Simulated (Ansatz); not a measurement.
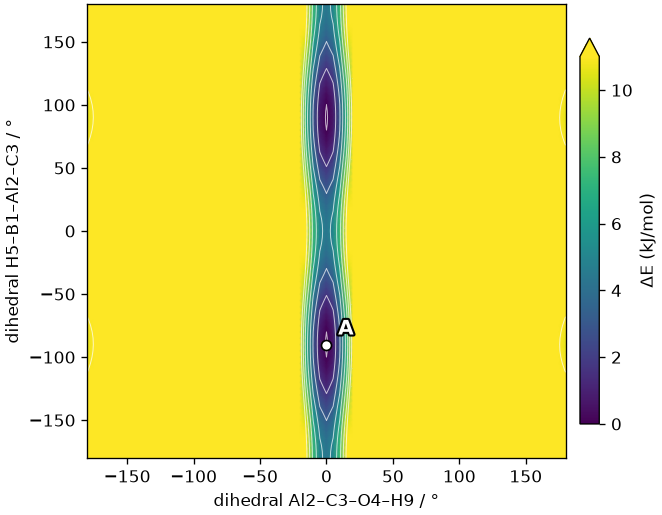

CH₅AlBO, SMILES [BH2][AlH][CH+]O, charge +1. Coordinates scanned: (1) dihedral Al2–C3–O4–H9; (2) dihedral H5–B1–Al2–C3. Nothing is relaxed (all other coordinates rigid). Grid: 18 × 18 points; 126 points were computed and 198 follow by symmetry. Points are written as (first, second). Energies: kJ/mol, counted from the lowest grid point. All numbers below come from RHF/def2-TZVP (Ansatz 0.2.0).

In the figure: a smooth colour map with a few white contour lines, one colour for all values above the top of the scale, the point A. Between grid points the surface is interpolated.

**What is the easiest way out of the well at A, and how high is the barrier?**

The easiest path leads from the well at about (0°, −90°) to a well of about the same depth at about (0°, 90°). Its highest point lies about 4.5 kJ/mol above the bottom of the first well on the interpolated surface, at (0°, 0°). The start is the relaxed structure and all else is held, so a fully relaxed path at this level can only be lower.

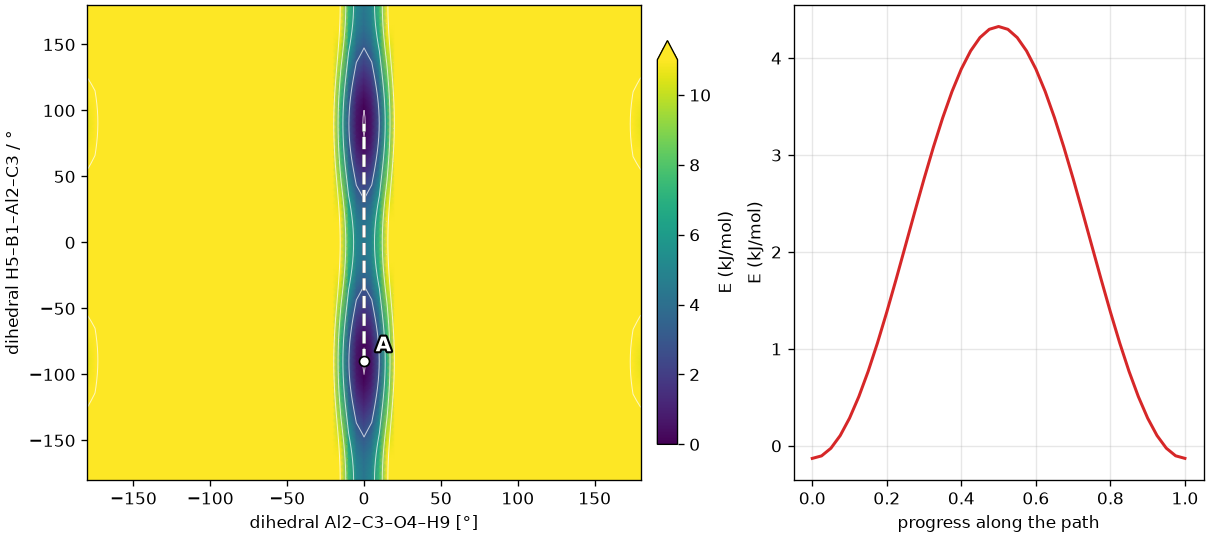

The picture shows a smooth colour map with a few white contour lines, a line along the lowest path, one colour for all values above the top of the scale, the energy along the path at the right. Between grid points the surface is interpolated.
